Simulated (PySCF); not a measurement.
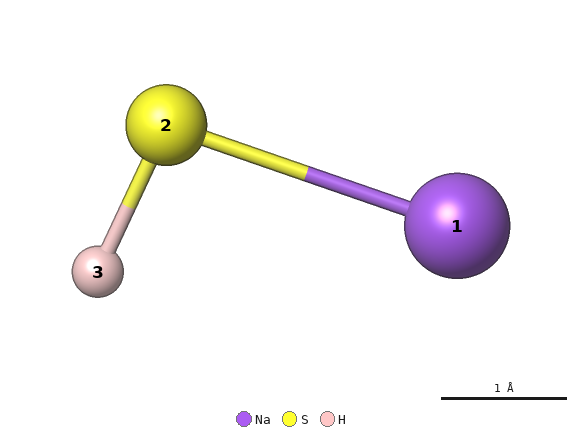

Orthographic view. Atoms fade into the background with distance from the viewer. Computed geometry: PBE0-D3(BJ)/def2-SVP optimisation. No frequency run is at hand to confirm it as a minimum.

Write a Z-matrix (Å, degrees) in the order of the atom numbers, with these reference atoms: 2 to 1; 3 to 2, 1.

```
Na 
S    1   2.467
H    2   1.353   1    94.7
```
